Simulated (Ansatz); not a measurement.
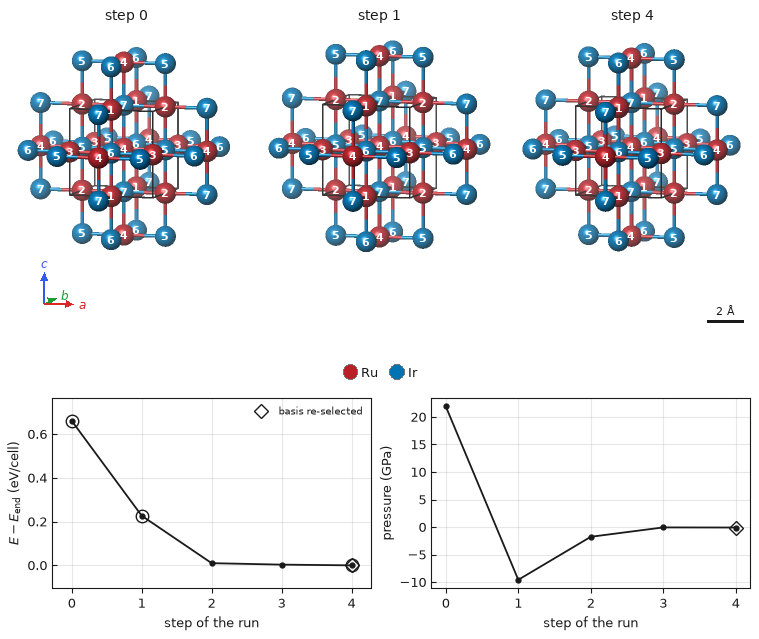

Frames of a relaxation of a crystal of Ir$_{3}$Ru$_{4}$ (a generated structure, set up in Pm-3m) (coarse preliminary run), marked on the history of the run. Style: ball-and-stick. Shown: the cell of the calculation, slightly off an axis.

The calculation used DFT PBE, scalar-relativistic, plane waves, PAW (Ansatz 0.2.0). Set-up: plane-wave cutoff 420 eV; k-point mesh 4 × 4 × 4; occupations gaussian; smearing width 0.1 eV; no spin polarisation; cell and atoms relaxed; force threshold 0.04 eV/Å; at most 70 steps.

### Describe the path.

The atoms keep their places relative to the cell (all moves are under 0.005 Å). Cell: a = b = c 4.857 → 5.002 Å (+3.0 %). Volume +9.2 %. Among the contacts that change: Ru1–Ir6 2.428 → 2.501 Å. The space group stays Pm-3m (No. 221). After 3 accepted moves (4 points after the start) the energy has fallen by 0.661 eV per cell of the calculation. All forces vanish by symmetry, so only the cell relaxes. The pressure goes from 21.91 to −0.08 GPa. At 1 point the geometry stayed and the basis and grid were re-selected for the new cell (energy shift of 3.3 meV per cell of the calculation at most each time). The run took 16 s on 1 thread of Intel(R) Xeon(R) 6975P-C (Granite Rapids) (shared host), peak memory 0.43 GiB. From step 0 to 1: volume +15.3 %, energy −0.434 eV per cell of the calculation. From step 1 to 4: volume −5.3 %, energy −0.227 eV per cell of the calculation.
